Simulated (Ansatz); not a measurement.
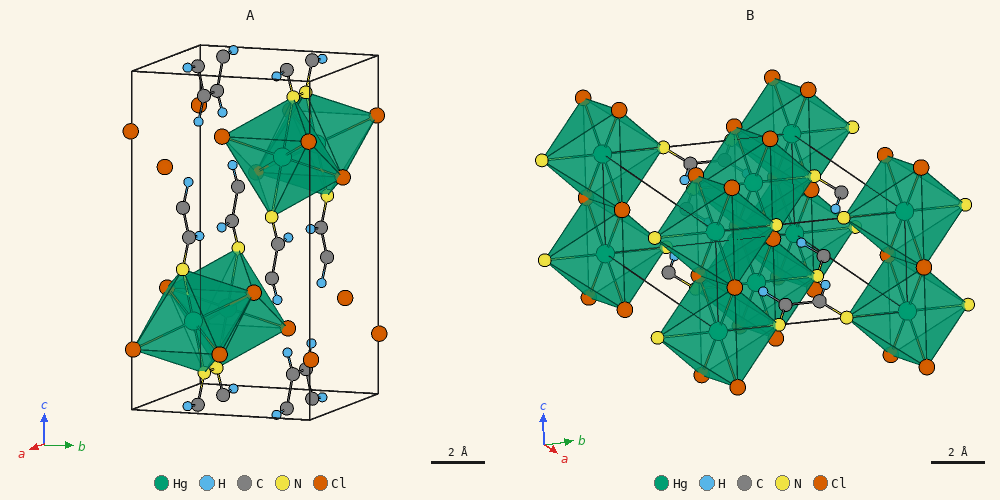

Two structures of HgH₄C₄N₂Cl₂, each relaxed to rest (conventional cells in solid outline, small ones repeated, not to one scale). Method: DFT PBE+D3(BJ), scalar-relativistic, plane waves, PAW (Ansatz), without spin polarisation.

### Name structures A and B.

A: 52 atoms a cell on a body-centred orthorhombic lattice, Imma. B: 26 atoms a cell on a base-centred monoclinic lattice, C2/m.

### Which has the lower energy, and by how much?

B is lower, by 53 meV/atom at this level of theory (energies at zero smearing). Volumes: A 13.3, B 13.4 Å³/atom.
